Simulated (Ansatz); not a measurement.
## Calibrating MP2/def2-TZVPP on S-containing molecules

The vertical ionisation energy (cation less neutral) in eV of 8 S-containing molecules: x at MP2/def2-TZVPP, y at CCSD(T)/def2-TZVPP. Shapes, held fixed at every level: PBE0-D4/def2-TZVP. Flexible molecules stand in one conformer, not always the lowest. Programs: Ansatz 0.2.0.

| molecule | x (eV) | y (eV) |
| --- | --- | --- |
| C5H10S (2-methyltetrahydrothiophene) | 8.41 | 8.30 |
| C6H12S (cyclopentylmethylsulfide) | 8.43 | 8.33 |
| C5H12S (2-methyl-1-butanethiol) | 9.13 | 9.04 |
| C5H12S (neopentyl mercaptan) | 9.13 | 9.04 |
| C5H12S (3-methyl-1-butanethiol) | 9.14 | 9.06 |
| C5H12S (1-pentanethiol) | 9.16 | 9.08 |
| C4H10OS (diethyl sulfoxide) | 9.18 | ? |
| C4H6O2S (3-sulfolene) | 10.66 | 10.51 |

Question: Fit y = c + s·x to the known rows and predict y for C4H10OS.

Answer: 
1. Means of the 7 rows: x = 9.1514, y = 9.051.
2. Σ(Δx)² = 3.3471, Σ(Δx·Δy) = 3.2786, so the slope is 3.2786/3.3471 = 0.97953.
3. Intercept: 9.051 − (0.97953) × 9.1514 = 0.087. The largest residual of the fit is 0.025.
4. C4H10OS: 0.087 + 0.97953 × 9.18 = 9.08 eV.

CCSD(T)/def2-TZVPP gives 8.68 eV, so the prediction is off by +0.40 eV, more than the largest residual. Uncorrected, MP2/def2-TZVPP misses C4H10OS by +0.50 eV, and the other rows by 0.10 on average. The line removes about 20 % of this miss. C4H6O2S lies far out in x and weighs most in the slope. Left out in turn, the other rows are missed by 0.03 eV on average, so the withheld one doesn't follow the line. Cations run unrestricted.

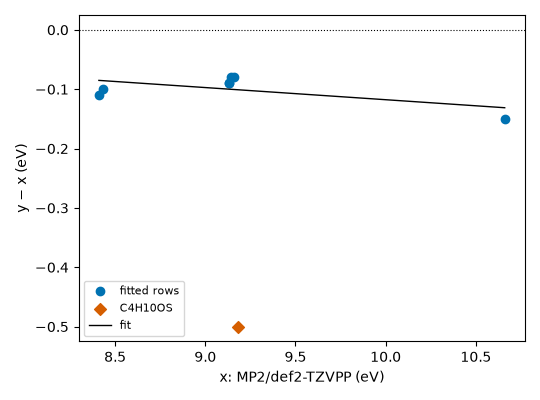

The correction y − x against x, with the fitted line and the withheld molecule.
